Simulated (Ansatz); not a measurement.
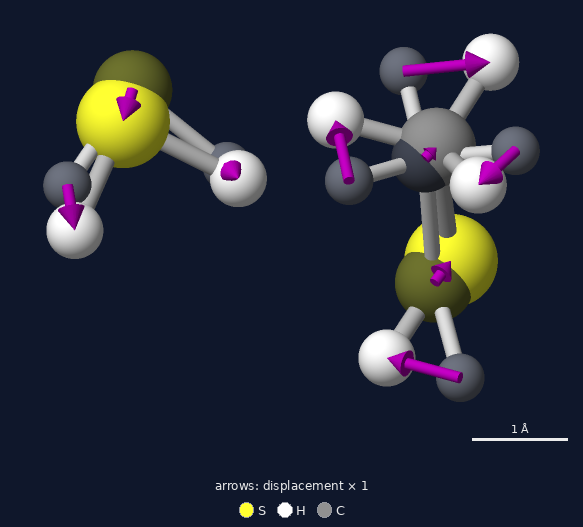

This is a relaxation of CH$_{6}$S$_{2}$ (coarse preliminary run). The starting structure is drawn faded, the final one solid; purple arrows show the displacements, at their true length. The two geometries are superimposed by the best rigid fit.

A ball-and-stick model, seen at a tilt.

These are results of Ansatz 0.2.0, RKS PBE-D4/def2-SVP, not measurements. Settings: force threshold 0.03 eV/Å; at most 250 steps.

### Atoms of which element are displaced furthest, and by how much?

Hydrogen: up to 0.94 Å, against 0.37 Å for sulfur.

### What did the optimiser do to the structure, and how much energy did it gain?

The energy falls by 4.03 kcal/mol in 14 accepted moves (16 points after the start). The largest force component goes from 1 to 0.023 eV/Å. The line search rejected the trial steps at points 6, 14 of the run. The largest move after the best rigid fit is that of an H atom, 0.94 Å. By element the largest moves are H 0.94 Å, S 0.37 Å, C 0.17 Å. Some distances before and after: H–S 1.326 → 1.377 Å, C–H 1.085 → 1.108 Å, C–S 1.823 → 1.830 Å. Among the angles between lasting bonds that change: S–C–H 109.6° → 111.7°. The run took 6.5 s on 4 threads of Intel Xeon 6975P-C, on a shared host.

Limits of the set-up: the start holds two separate molecules, 2.7 Å apart at their closest, whose relative position is a soft coordinate.
